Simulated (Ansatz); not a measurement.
CH2NOP (SMILES O=C=NP)

Input

```
crystal:
  periodic: [false, false, false]
  atoms:
    - {symbol: O, position_ang: [1.232669, -2.073979, 1.254807]}
    - {symbol: C, position_ang: [0.766618, -1.160338, 0.703122]}
    - {symbol: N, position_ang: [0.376902, -0.185941, 0.124449]}
    - {symbol: P, position_ang: [-1.036554, 0.580446, -0.432358]}
    - {symbol: H, position_ang: [-0.568142, 0.890842, -1.738134]}
    - {symbol: H, position_ang: [-0.729492, 1.884870, 0.042013]}
basis:
  gaussian: {orbitals: def2-TZVPP}
hamiltonian: {xc: pbe0, dispersion: d4}
output: {orbitals: {seedname: orbitals}}
```

Launched as:

```sh
ansatz run in.yaml --threads 2 --pin off --events-out ev --progress --plain --max-ram 4352MiB
```

Geometry: PBE0-D4/def2-TZVP.

Theory: RKS PBE0-D4/def2-TZVPP (Ansatz 0.2.0).

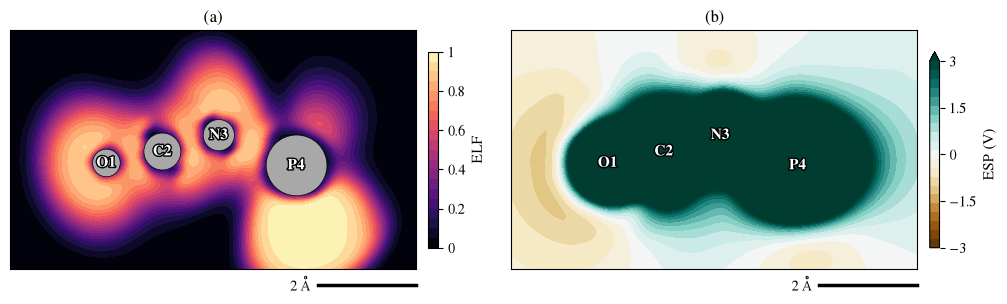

Figure 1. (a) ELF; (b) electrostatic potential on the plane of atoms C2, N3 and P4. Grey discs cover the atomic cores in the ELF map.

Question: What do the fields say about this system?

Answer: Atoms in the plane: O, C, N and P.
C–O (1.16 Å): the ELF peaks at about 0.85 between the atoms (a short, multiple covalent bond).
C–N (1.20 Å): the ELF peaks at about 0.85 between the atoms (a multiple bond).
P–N (1.70 Å): the ELF peaks at about 0.90 between the atoms; a shared but strongly polarised pair.
The ELF also peaks beside P4, O1 and N3, away from the bonds: lone-pair regions.
Outside the dense part of the molecule the potential is most negative (−1.1 V) near O1.

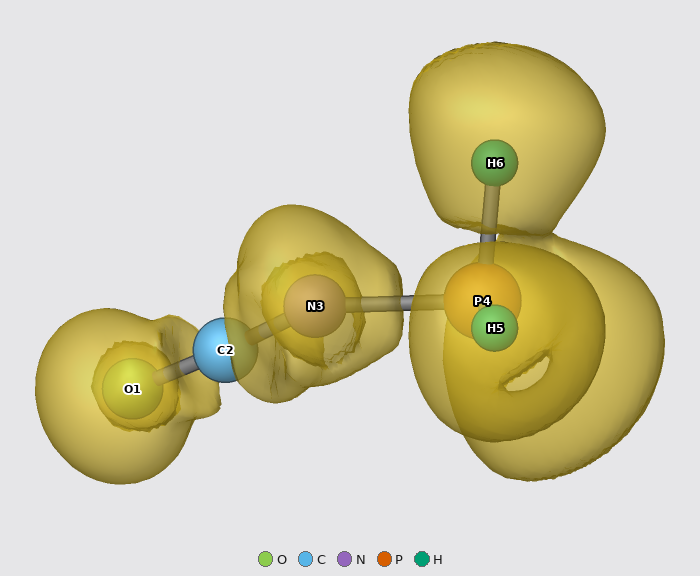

Figure 2. Isosurface of the electron localisation function at 0.75 (yellow), seen at a tilt. Only the valence region is drawn (cores and ρ < 0.01 e/Å³ removed).

Question: Where are the electrons localised?

Answer: The ELF exceeds this value in one region on N in which the atom's valence shell and bonds are merged, one region on O in which the atom's valence shell and bonds are merged and one joined region spread over several atoms (H, P), in which their bonds and any lone pairs are merged.

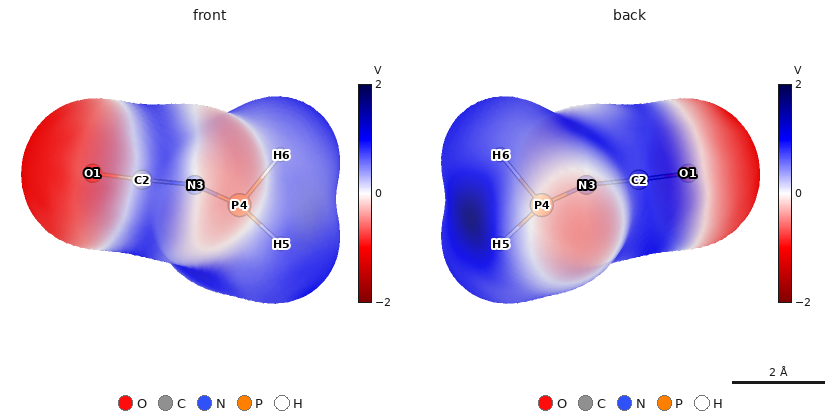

Figure 3. The electrostatic potential painted on the density surface at 0.002 e/bohr³, seen from the front and from behind; red is negative and blue positive.

Question: Which sites attract a positive test charge, and which a negative one?

Answer: A positive charge is drawn to the negative regions and a negative charge to the positive ones. The most negative region (about −1.0 V) lies over O1, the most positive (about +1.6 V) over P4. O1 is the likeliest acceptor of a hydrogen bond.
